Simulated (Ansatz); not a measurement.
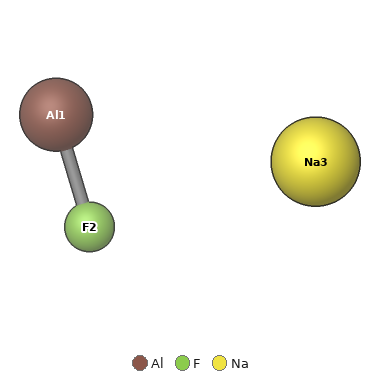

The system is Al + FNa, spin multiplicity 2; the picture shows the reference structure. First axis: distance Al1–F2. Second axis: distance F2–Na3. Nothing is relaxed (the angle Al1–F2–Na3 is fixed at 90 degrees). The grid has 14 × 14 points. Points are written as (first, second). Energies are in kJ/mol, from the lowest grid point. These are results of UHF/def2-TZVPD in Ansatz, not measurements.

Its coordinates:

```yaml
atoms:
  - { symbol: Al, position_ang: [-1.6860, 0.0000, 0.0000] }
  - { symbol: F, position_ang: [0.0000, 0.0000, 0.0000] }
  - { symbol: Na, position_ang: [0.0000, 3.4080, 0.0000] }
```

Range: distance Al1–F2 from 1.448 to 3.048 Å; distance F2–Na3 from 1.808 to 3.408 Å.

### What landscape does the calculation give?

The lowest grid point is at (1.686 Å, 3.408 Å). It lies in a valley that leaves the map towards separated partners. The highest grid point, (3.048 Å, 3.408 Å), lies 341 kJ/mol above the lowest.

| distance F2–Na3 ↓, distance Al1–F2 → | 1.448 | 1.505 | 1.588 | 1.686 | 1.794 | 1.910 | 2.034 | 2.164 | 2.299 | 2.440 | 2.586 | 2.736 | 2.890 | 3.048 |
| --- | --- | --- | --- | --- | --- | --- | --- | --- | --- | --- | --- | --- | --- | --- |
| 3.408 | 81 | 37 | 5 | 0 | 18 | 51 | 92 | 136 | 179 | 220 | 258 | 291 | 319 | 341 |
| 3.250 | 84 | 39 | 6 | 0 | 17 | 49 | 89 | 131 | 173 | 212 | 248 | 278 | 304 | 325 |
| 3.096 | 86 | 41 | 7 | 1 | 16 | 46 | 85 | 125 | 165 | 202 | 235 | 264 | 287 | 306 |
| 2.946 | 89 | 43 | 9 | 1 | 15 | 43 | 80 | 118 | 156 | 191 | 221 | 247 | 269 | 287 |
| 2.800 | 93 | 46 | 10 | 1 | 13 | 40 | 74 | 110 | 145 | 177 | 205 | 230 | 250 | 266 |
| 2.659 | 97 | 49 | 12 | 1 | 11 | 35 | 67 | 100 | 133 | 162 | 189 | 211 | 230 | 245 |
| 2.524 | 103 | 54 | 15 | 2 | 9 | 31 | 59 | 90 | 120 | 147 | 171 | 192 | 209 | 224 |
| 2.394 | 110 | 59 | 19 | 3 | 8 | 26 | 52 | 80 | 107 | 132 | 154 | 174 | 190 | 203 |
| 2.270 | 119 | 67 | 24 | 6 | 8 | 23 | 46 | 71 | 96 | 119 | 139 | 157 | 172 | 185 |
| 2.154 | 132 | 78 | 33 | 11 | 10 | 23 | 42 | 65 | 87 | 108 | 127 | 143 | 157 | 169 |
| 2.046 | 149 | 94 | 46 | 21 | 17 | 27 | 44 | 64 | 84 | 103 | 120 | 135 | 148 | 159 |
| 1.948 | 172 | 115 | 64 | 37 | 30 | 37 | 51 | 69 | 87 | 104 | 120 | 134 | 145 | 155 |
| 1.865 | 200 | 141 | 88 | 58 | 48 | 53 | 65 | 80 | 97 | 113 | 127 | 140 | 150 | 160 |
| 1.808 | 225 | 165 | 110 | 78 | 67 | 69 | 80 | 94 | 109 | 124 | 137 | 149 | 160 | 169 |

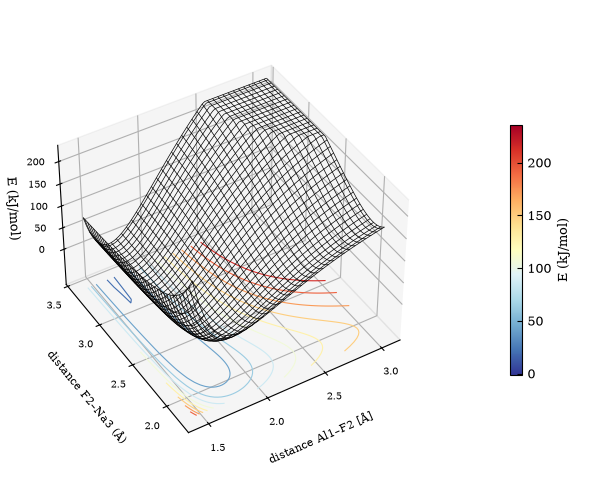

Drawn: a relief with its contours projected below, any walls above the top of the colour scale cut off. Between grid points the surface is interpolated.

The whole map (196 points run) took 33 min on 1 thread of Arm Neoverse V2, with other jobs on the host.
